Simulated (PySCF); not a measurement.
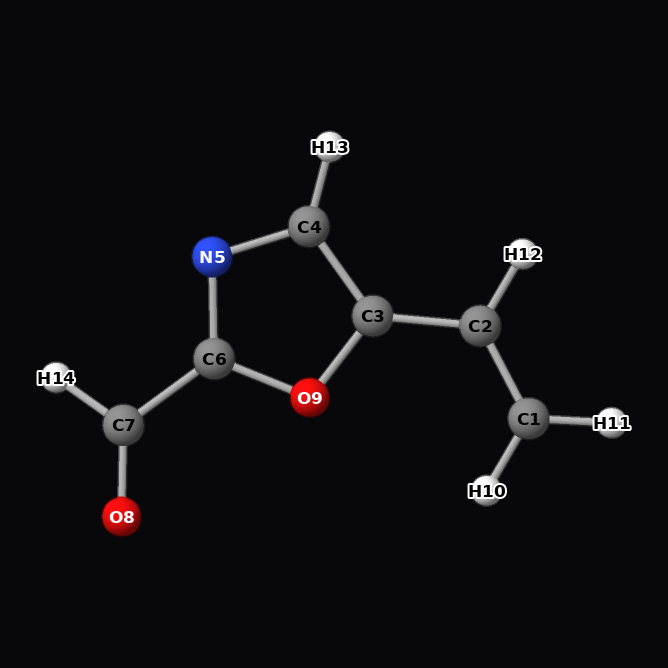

The questions are on Mulliken spin populations. State: charge +1, doublet. The geometry was computed by an optimisation with GFN2-xTB. No frequency run is at hand to confirm it as a minimum. Method: UKS B3LYP, pcH-1 on C H N O, non-relativistic (PySCF 2.14.0).

> Which atom carries the largest spin population?

C1 (0.42 e).

> Which atom has the lowest spin population?

C7 (−0.07 e); a negative value comes from spin polarisation.

Give the Mulliken spin populations atom by atom.

```json
{"atom": "C1", "value (e)": "0.42"}
{"atom": "C2", "value (e)": "−0.01"}
{"atom": "C3", "value (e)": "0.17"}
{"atom": "C4", "value (e)": "0.24"}
{"atom": "N5", "value (e)": "−0.06"}
{"atom": "C6", "value (e)": "0.28"}
{"atom": "C7", "value (e)": "−0.07"}
{"atom": "O8", "value (e)": "0.11"}
{"atom": "O9", "value (e)": "−0.05"}
{"atom": "H10", "value (e)": "−0.02"}
{"atom": "H11", "value (e)": "−0.02"}
{"atom": "H12", "value (e)": "0.00"}
{"atom": "H13", "value (e)": "−0.01"}
{"atom": "H14", "value (e)": "0.00"}
```

Mulliken values depend strongly on the basis set.
